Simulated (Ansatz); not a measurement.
```yaml
atoms:
  - { symbol: Zn, position_ang: [-0.3228, -0.3760, -0.4549] }
  - { symbol: F, position_ang: [0.5132, 0.1041, 1.6267] }
  - { symbol: O, position_ang: [-0.0746, -2.0613, -0.9594] }
  - { symbol: H, position_ang: [0.1524, 0.9547, 1.3796] }
  - { symbol: S, position_ang: [-0.8844, 1.7791, -0.3254] }
  - { symbol: H, position_ang: [0.3834, -2.5909, -0.2985] }
  - { symbol: H, position_ang: [0.2328, 2.1903, -0.9682] }
```

Level of theory: RKS PBE0-D4/def2-SVP in Ansatz 0.2.0.

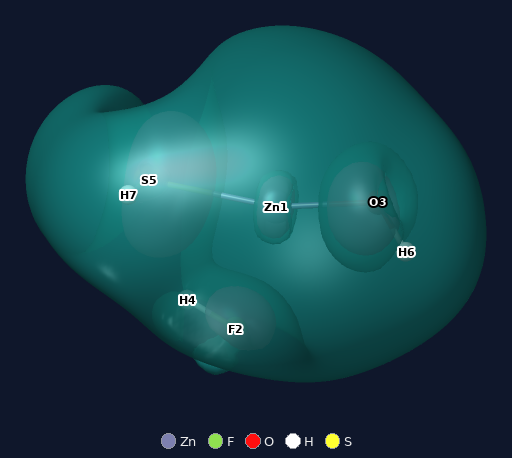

H2OSZn···HF. The LUMO at ±0.04 Å⁻³ᐟ² (teal and pink are the two phases), seen at a tilt.

**Where does this orbital lie, and at what energy?**

It lies mainly on Zn1 (about 55 %), S5 (about 20 %) and O3 (about 10 %). Its energy is −0.63 eV.
